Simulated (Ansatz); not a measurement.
# H₂O (triplet): one geometry, many settings at distance H1–H2 along a hydrogen transfer = 0.888 Å

Aim: run H₂O (triplet) at one geometry under a spread of methods and options, and see what each costs and gives.

Method: the settings change from run to run; program: Ansatz 0.2.0, Gaussian basis.

11 further runs of the same task are left out: 1 for a mislabelled method, 9 that didn't finish, 1 set aside as unsound or not needed.

**1. The system**

The geometry derives from fragments relaxed apart (PBE0/def2-TZVP) and kept rigid, so it is no stationary point. A hydrogen atom is moved between rigid fragments.

3 atoms, charge 0, spin multiplicity 3.

Atoms are counted from 1 here; the program's logs count them from 0.

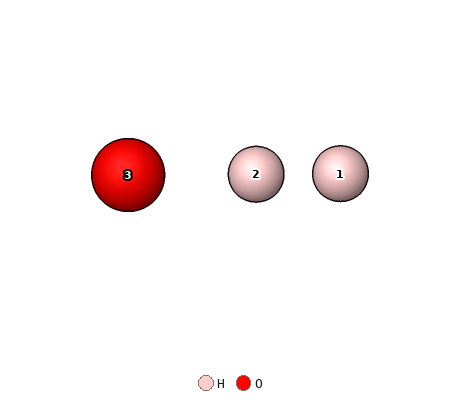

The structure; hydrogen pink, oxygen red; atoms are numbered from 1 in the order of the file.

Coordinates:

```
H     0.0000    0.0000   -1.0413
H     0.0000    0.0000   -0.1533
O     0.0000    0.0000    1.1947
```

**2. CCSDT(Q) on ROHF/6-31G***

The input, in.yaml:

```yaml
crystal:
  periodic: [false, false, false]
  atoms:
    - {symbol: H, position_ang: [0.000000, 0.000000, -1.041333]}
    - {symbol: H, position_ang: [0.000000, 0.000000, -0.153333]}
    - {symbol: O, position_ang: [0.000000, 0.000000, 1.194667]}
basis:
  gaussian: {orbitals: "6-31G*"}
magnetization: {spin_polarized: false, initial_magnetization: 2}
correlation: {method: ccsdt_q, electrons: outside_noble_gas, diis_vectors: 12}
output: {forces: true}
```

Launch:

```bash
$ ansatz run in.yaml --threads 1 --pin off --events-out ev --progress --plain --max-ram 2393MiB
```

Log (excerpt; [...] marks lines left out):

```text
Functional definition: HF
  name "HF"
  cite "Fock, Z. Phys. 61, 126 (1930) doi:10.1007/BF01340294"
  parent pbe
[...]
280 factors; integrals over basis functions are off by at most 1.1e-7 eV
[...]
mean field -2064.08877408 eV, -75.8538633577 hartree, gradient 8.7e-6 eV, S^2 2.000000; 9 other end points of the search recorded, 0 dependent functions left out
[...]
determinant -2064.08877408 eV, -75.8538633577 hartree, with singles and doubles -2068.49636368 eV, -76.0158392880 hartree
determinant -2063.65688208 eV, -75.8379916195 hartree, with singles and doubles -2067.57842988 eV, -75.9821058433 hartree
1 core orbitals not correlated: weight in the atoms' cores, before any rotation towards them, 1.000 or more for the frozen orbitals, at most 0.000 for the correlated occupied ones
reference -2064.08877408 eV, -75.8538633577 hartree; 5, 3 occupied and 13, 15 virtual orbitals, 280 factors
second order -3.48356987 eV of doubles, -0.15561127 eV of singles
cycle   1  -4.10863034 eV  change   -4.6e-1 eV  update   6.4e-2
[...]
cycle  15  -4.46677571 eV  change    1.7e-7 eV  update   2.2e-7
perturbative correction -0.00450292 eV, -0.0001654794 hartree
[...]
Total energy: -2068.56005271 eV, -76.0181798168 hartree
Atom 0 at     0.000000     0.000000    -1.041333 Å, force    -0.000000    -0.000000     1.288509 eV/Å
Atom 1 at     0.000000     0.000000    -0.153333 Å, force     0.000000     0.000000    -2.114421 eV/Å
Atom 2 at     0.000000     0.000000     1.194667 Å, force    -0.000000    -0.000000     0.825912 eV/Å
Dipole moment:     0.000000     0.000000    -0.134120 e Å
```

Wall time 8 s (1 thread of Arm Neoverse V2, shared host).

From the report: correlation -4.4713 eV; T1 0.045; largest double amplitude 0.10.

**3. BCCD on ROHF/def2-mTZVP**

Edit in.yaml of step 2 so:

```diff
@@ -7,5 +7,4 @@
 basis:
-  gaussian: {orbitals: "6-31G*"}
+  gaussian: {orbitals: def2-mTZVP}
 magnetization: {spin_polarized: false, initial_magnetization: 2}
-correlation: {method: ccsdt_q, electrons: outside_noble_gas, diis_vectors: 12}
-output: {forces: true}
+correlation: {method: bccd, electrons: valence}
```

Launched as before.

Log (excerpt; [...] marks lines left out):

```text
Functional definition: HF
  name "HF"
  cite "Fock, Z. Phys. 61, 126 (1930) doi:10.1007/BF01340294"
  parent pbe
[...]
284 factors; integrals over basis functions are off by at most 8.7e-4 eV
[...]
mean field -2064.96667095 eV, -75.8861254728 hartree, gradient 4.8e-6 eV, S^2 2.000000; 9 other end points of the search recorded, 0 dependent functions left out
[...]
determinant -2064.96667095 eV, -75.8861254728 hartree, with singles and doubles -2069.91251309 eV, -76.0678818189 hartree
determinant -2064.52224146 eV, -75.8697929901 hartree, with singles and doubles -2068.89821256 eV, -76.0306069620 hartree
1 core orbitals not correlated: weight in the atoms' cores, before any rotation towards them, 1.000 or more for the frozen orbitals, at most 0.000 for the correlated occupied ones
reference -2064.96667095 eV, -75.8861254728 hartree; 5, 3 occupied and 24, 26 virtual orbitals, 284 factors
second order -3.99552829 eV of doubles, -0.16626729 eV of singles
cycle   1  -4.95890279 eV  change   -2.0e-1 eV  update   2.5e-2
[...]
cycle  10  -4.96748445 eV  change   -6.7e-6 eV  update   6.8e-6
Total energy: -2069.93415541 eV, -76.0686771594 hartree
```

Run time: 0.66 s. Hardware: 1 thread of Arm Neoverse V2, shared host.

From the report: correlation -4.9675 eV; largest double amplitude 0.07.

**4. CASSCF(2,8)/aug-cc-pVDZ**

Edit in.yaml of step 3 so:

```diff
@@ -7,4 +7,4 @@
 basis:
-  gaussian: {orbitals: def2-mTZVP}
+  gaussian: {orbitals: aug-cc-pVDZ}
 magnetization: {spin_polarized: false, initial_magnetization: 2}
-correlation: {method: bccd, electrons: valence}
+correlation: {active_space: {window: {electrons: 2, orbitals: 8}, states: [{multiplicity: 3, weights: [1, 1, 0.5]}]}}
```

The command is unchanged.

Log:

```text
Functional definition: HF
  name "HF"
  cite "Fock, Z. Phys. 61, 126 (1930) doi:10.1007/BF01340294"
  parent pbe
  exchange = exact_x
  correlation = 0
613 factors; integrals over basis functions are off by at most 2.4e-7 eV
mean field evaluation 1: about -2063.4186 eV, gradient 9.0e0 eV
mean field evaluation 2: about -2063.4187 eV, gradient 9.0e0 eV
mean field evaluation 4: about -2064.3366 eV, gradient 2.4e0 eV
mean field evaluation 8: about -2064.5607 eV, gradient 2.2e-1 eV
mean field evaluation 16: about -2064.5613 eV, gradient 1.2e-4 eV
mean field evaluation 32: about -2064.1536 eV, gradient 5.0e-1 eV
mean field -2064.56127752 eV, -75.8712275388 hartree, gradient 1.6e-6 eV, S^2 2.000000; 9 other end points of the search recorded, 0 dependent functions left out
reference -2064.56127752 eV, -75.8712275388 hartree; 6, 4 occupied and 35, 37 virtual orbitals, 613 factors
state -2064.07197542 eV, -75.8532460184 hartree
state -2053.80942651 eV, -75.4761043022 hartree
state -2053.58494597 eV, -75.4678547944 hartree
Total energy: -2057.86954997 eV, -75.6253110872 hartree
```

Wall time 2.8 s (1 thread of Arm Neoverse V2, shared host).

From the report: 64 determinants; active occupations (of the averaged states) 1.00, 0.40, 0.40, 0.20, 0.00, 0.00, 0.00, 0.00.

**5. CCSDT on ROHF/def2-TZVP**

The input, in.yaml:

```yaml
crystal:
  periodic: [false, false, false]
  atoms:
    - {symbol: H, position_ang: [0.000000, 0.000000, -1.041333]}
    - {symbol: H, position_ang: [0.000000, 0.000000, -0.153333]}
    - {symbol: O, position_ang: [0.000000, 0.000000, 1.194667]}
basis:
  gaussian: {orbitals: def2-TZVP}
magnetization: {spin_polarized: false, initial_magnetization: 2}
correlation: {method: ccsdt, electrons: outside_noble_gas}
output: {forces: true}
```

Launched as before.

Log (excerpt; [...] marks lines left out):

```text
Functional definition: HF
  name "HF"
  cite "Fock, Z. Phys. 61, 126 (1930) doi:10.1007/BF01340294"
  parent pbe
[...]
504 factors; integrals over basis functions are off by at most 2.0e-7 eV
[...]
mean field -2065.11384567 eV, -75.8915340440 hartree, gradient 5.2e-6 eV, S^2 2.000000; 9 other end points of the search recorded, 0 dependent functions left out
[...]
determinant -2065.11384567 eV, -75.8915340440 hartree, with singles and doubles -2071.20682875 eV, -76.1154470422 hartree
determinant -2064.68425131 eV, -75.8757467424 hartree, with singles and doubles -2070.29327519 eV, -76.0818745680 hartree
1 core orbitals not correlated: weight in the atoms' cores, before any rotation towards them, 1.000 or more for the frozen orbitals, at most 0.000 for the correlated occupied ones
reference -2065.11384567 eV, -75.8915340440 hartree; 5, 3 occupied and 37, 39 virtual orbitals, 504 factors
second order -5.12172478 eV of doubles, -0.17840960 eV of singles
cycle   1  -5.77653133 eV  change   -4.7e-1 eV  update   6.9e-2
[...]
cycle  17  -6.23850602 eV  change   -4.7e-8 eV  update   1.5e-7
[...]
Total energy: -2071.35235169 eV, -76.1207949115 hartree
Atom 0 at     0.000000     0.000000    -1.041333 Å, force    -0.000000     0.000000     1.407306 eV/Å
Atom 1 at     0.000000     0.000000    -0.153333 Å, force    -0.000000     0.000000    -1.725413 eV/Å
Atom 2 at     0.000000     0.000000     1.194667 Å, force    -0.000000    -0.000000     0.318108 eV/Å
Dipole moment:    -0.000000     0.000000    -0.158937 e Å
```

Wall time 61 s (1 thread of Arm Neoverse V2, shared host); peak memory 0.81 GiB.

From the report: correlation -6.2385 eV; T1 0.049; largest double amplitude 0.08.

**6. All runs side by side**

| level | correlated | functions | energy (eV) | time |
| --- | --- | --- | --- | --- |
| CCSDT(Q) on ROHF/6-31G* | outside noble gas | 19 | -2068.5601 | 8 s |
| BCCD on ROHF/def2-mTZVP | valence | 30 | -2069.9342 | 0.66 s |
| CASSCF(2,8)/aug-cc-pVDZ (mean of several states) |  | 41 | -2057.8695 | 2.8 s |
| CCSDT on ROHF/def2-TZVP | outside noble gas | 43 | -2071.3524 | 61 s |

**7. Summary of results**

| quantity | value |
| --- | --- |
| runs | 4 |
| quickest | BCCD on ROHF/def2-mTZVP, 0.66 s |
| slowest | CCSDT on ROHF/def2-TZVP, 61 s |

What this shows: Total energies in different bases, with other cores or another treatment of relativity can't be set against each other. CCSDT on ROHF/def2-TZVP took 92 times as long as BCCD on ROHF/def2-mTZVP; the jobs differ in more than the method.
